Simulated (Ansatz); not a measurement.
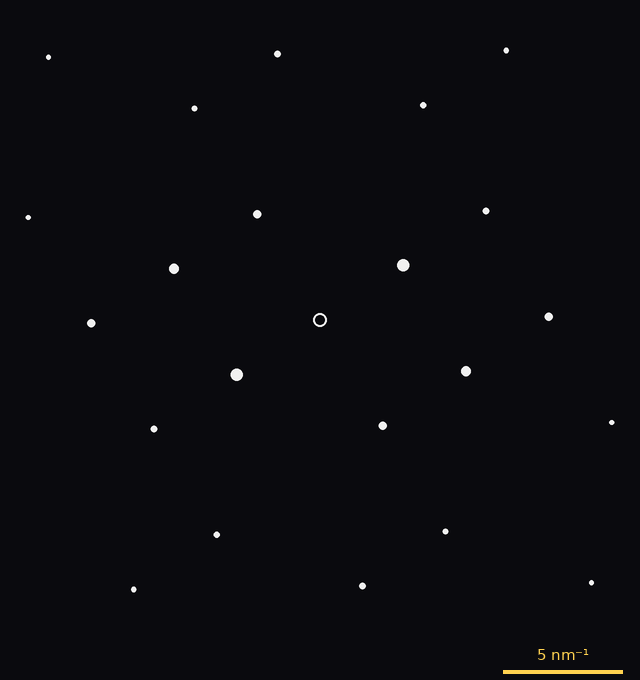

The pattern is a kinematic simulation for 200 kV electrons (no multiple scattering; isotropic B = 0.8 Å²).

Phase: Cd, space group P6_3/mmc (No. 194), a = 3.04 Å, c = 5.66 Å (hexagonal axes). Structure: coordinates from a relaxation at fixed volume with DFT PBE, spin-orbit coupling, plane waves, PAW in Ansatz 0.2.0.

Which low-index zone axis gives this pattern?

The spots form an oblique net whose two shortest vectors correspond to d = 2.39 Å and 1.93 Å, 87.4° apart. They index as 0 1 -1 and -1 1 2, so the zone axis is [311] (or an equivalent direction of <311>).

Which reflections of this zone are missing, and why?

A glide plane extinguishes reflections such as 1 -2 -1, 2 -1 -5; reflections such as 0 3 -3 are allowed by the space group but vanish because the atoms sit on special positions. In a thicker crystal double diffraction can put intensity into those places emptied by glide planes or screw axes that lie on the net of the visible spots, but never into those emptied by centring.
